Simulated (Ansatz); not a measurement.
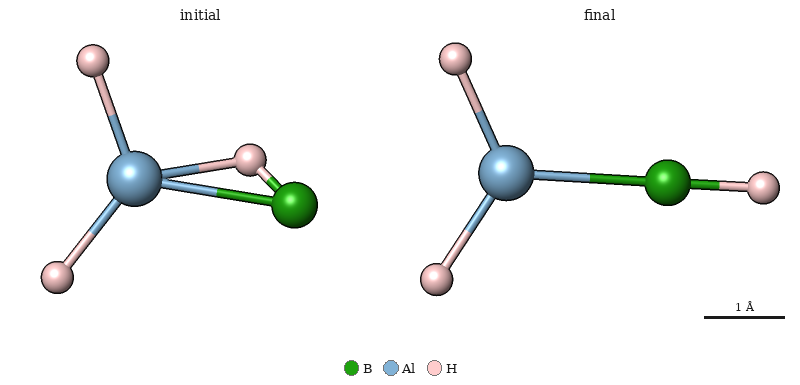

The structure of AlBH3 (multiplicity 2) before (left) and after (right) a relaxation, at one scale.

Style: ball-and-stick. Shown face on.

It is one of the separated reactants of a reaction.

Computed with UKS PBE-D4/def2-SVP in Ansatz 0.2.0.

The input:
```yaml
crystal:
  periodic: [false, false, false]
  atoms:
    - {symbol: B, position_ang: [0.543288, -0.996241, 0.605888]}
    - {symbol: Al, position_ang: [-0.316130, 0.580815, -0.353291]}
    - {symbol: H, position_ang: [0.630563, -0.594755, -0.173830]}
    - {symbol: H, position_ang: [-1.900059, 0.674256, -0.383227]}
    - {symbol: H, position_ang: [0.628688, 1.658020, -1.035383]}
basis:
  gaussian: {orbitals: def2-SVP}
magnetization: {spin_polarized: true, initial_magnetization: 1}
hamiltonian: {xc: pbe, dispersion: d4}
relax: {f_tol: 0.03, max_steps: 250}
```

Command:
```bash
ansatz run in.yaml --threads 2 --pin off --events-out ev --progress --plain --max-ram 4352MiB
```

Question: Describe what moved and what it gained.

Answer: The atom that moves furthest after the best rigid fit is H3 (1.46 Å). By element the largest moves are H 1.46 Å, B 0.49 Å, Al 0.36 Å. Near-neighbour distances that change, for instance: Al2–H3 1.520 → 3.256 Å, B1–H3 0.881 → 1.211 Å, Al2–H4 1.587 → 1.603 Å, B1–Al2 2.036 → 2.045 Å. Bonds break, among them: Al2–H3 (1.52 → 3.26 Å). Among the angles between lasting bonds that change: Al2–B1–H3 43.3° → 179.7°. After 12 geometry steps the energy has fallen by 122.3 kcal/mol. Largest force component: 18 eV/Å at the start, 0.016 eV/Å at the end. The run took 20 s on 2 threads of Intel Xeon Platinum 8259CL @ 2.50GHz, on a shared host.
